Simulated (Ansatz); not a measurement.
## Ligand exchange: SiH2(CH3)(NH2) + SiH3F → SiH2(NH2)(SiH3) + CH3F

Species: SiH2(CH3)(NH2), singlet; SiH3F `F[SiH3]`, singlet; SiH2(NH2)(SiH3), singlet; CH3F (fluoromethane) `CF`, singlet. The partners trade CH3 for SiH3: Si–CH3 and F–SiH3 bonds give way to Si–SiH3 and F–CH3.

Shapes, held fixed at every level: PBE0-D4/def2-TZVP. Flexible molecules stand in one conformer, not always the lowest. Programs: Ansatz 0.2.0. Electronic energies: no zero-point or thermal term.

```csv
level,kind,ΔE (kJ/mol),less CCSD(T)/CBS estimate
HF/def2-SVP,Hartree–Fock,+210.0,-21.5
HF/def2-TZVPP,Hartree–Fock,+234.9,+3.4
SPW92/def2-TZVPP,LDA,+205.3,-26.2
r2SCAN-D4/def2-TZVPP,meta-GGA,+221.5,-10.0
B2PLYP/def2-TZVPP,double hybrid,+230.1,-1.4
CCSD(T)/def2-SVP,coupled cluster or CI,+202.5,-29.0
CCSD/def2-TZVPP,coupled cluster or CI,+228.9,-2.6
CCSD(T)/CBS estimate,coupled cluster or CI,+231.5,0.0
```

The highest level, CCSD(T)/CBS estimate, gives ΔE = +231.5 kJ/mol; the levels span +202.5 to +234.9. The column of differences is taken from that level and isn't an error. No measured value is set beside it here. The CBS estimate extrapolates MP2 from def2-TZVPP and def2-QZVPP and adds CCSD(T) − MP2 in the triple-zeta set, cores frozen.

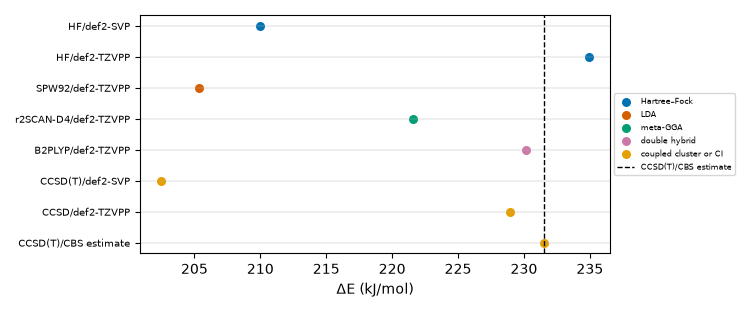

The values of the table, level by level.
